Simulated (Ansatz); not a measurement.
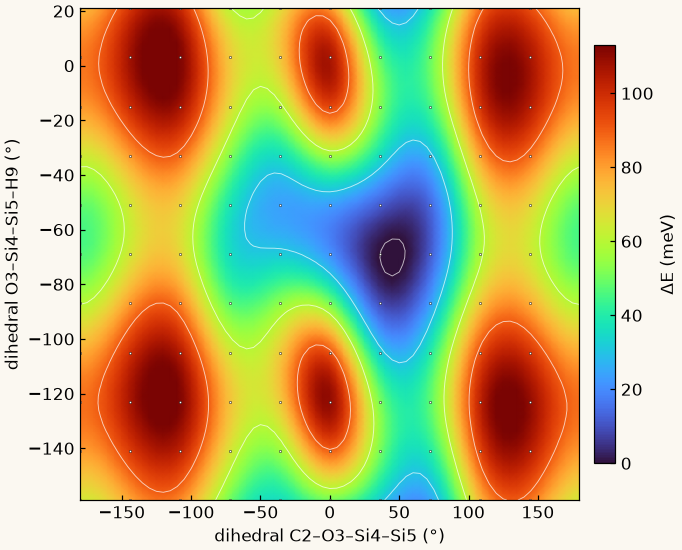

C₂H₆OSi₂, SMILES C#CO[SiH2][SiH3]. Coordinates scanned: (1) dihedral C2–O3–Si4–Si5; (2) dihedral O3–Si4–Si5–H9. Nothing is relaxed (all other coordinates rigid). The scan uses a 10 × 11 grid. Points are written as (first, second). Energies: meV, counted from the lowest grid point. Theory: RKS B3LYP-D4/def2-SVP (Ansatz).

Drawn: a smooth colour map with a few white contour lines, dots at the grid points. Between grid points the surface is interpolated.

The lowest grid point is at (36°, −69°). The energy also falls towards the edge at (72°, −159°) (24 meV above the lowest) and (36°, 21°) (29 meV above the lowest), where a further well may lie outside the range. There is a further well near (−180°, −69°) (46 meV above the lowest at that grid point). The highest grid point, (−108°, 3°), lies 113 meV above the lowest. On the interpolated surface the easiest way out of the lowest well to the well at about (−180°, −65°) passes a barrier of about 70 meV. Round the minimum the two coordinates are weakly coupled (coupling −0.08 in units of the two stiffnesses).

The level of theory is changed to RKS SPW92 (LDA)/def2-SVP (Ansatz 0.2.0); with it change the reference geometry, relaxed at the new level; the new grid has 18 × 17 points, laid about the new relaxed structure.

**What does this change do to the map?**

The minimum (interpolated where it lies between grid points) moves from about (45°, −70°) to about (30°, −71°). The easiest pass out of the lowest well goes from about 70 to about 88 meV on the interpolated surfaces.

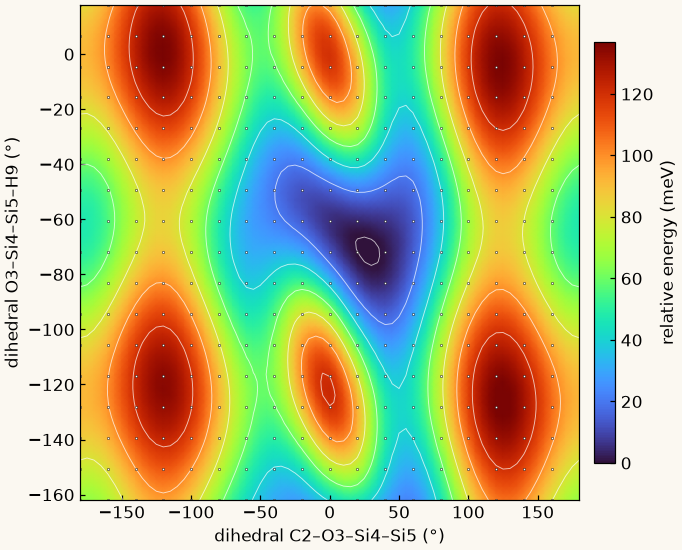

The map after the change, on a colour scale of its own. The picture shows a smooth colour map with a few white contour lines, dots at the grid points. Between grid points the surface is interpolated.
